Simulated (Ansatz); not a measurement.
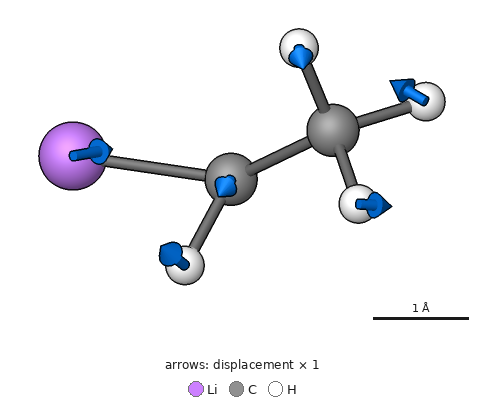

This is a relaxation of C$_{2}$H$_{4}$Li (charge −1). The starting structure is drawn; blue arrows show the displacements, at their true length. The two geometries are superimposed by the best rigid fit.

A ball-and-stick model, seen at a tilt.

The run prepares an end point of a later path (inversion) calculation, from a guessed geometry.

These are results of RKS PBE0-D4/6-31G* in Ansatz 0.2.0, not measurements. (no spin polarisation; force threshold 0.015 eV/Å; at most 40 steps)

> What did the optimiser do to the structure, and how much energy did it gain?

The largest move after the best rigid fit is that of the Li atom, 0.66 Å. By element the largest moves are Li 0.66 Å, H 0.57 Å, C 0.35 Å. Near-neighbour distances that change, for instance: C–Li 1.859 → 1.961 Å, C–H 1.180 → 1.114 Å, C–C 1.527 → 1.511 Å, C–H 1.115 → 1.101 Å. Bond angles that change, for instance: Li–C–H 86.6° → 111.5°, Li–C–C 148.3° → 133.5°, C–C–H 117.2° → 112.5°. After 9 accepted moves (10 points after the start) the energy has fallen by 6.22 kcal/mol. Largest force component: 1.1 eV/Å at the start, 0.0072 eV/Å at the end. The line search rejected the trial step at point 6 of the run. The run took 17 s on 1 thread of Arm Neoverse V2, on a shared host, peak memory 0.11 GiB.

Limits of the set-up: the basis has no diffuse functions, which an anion needs.
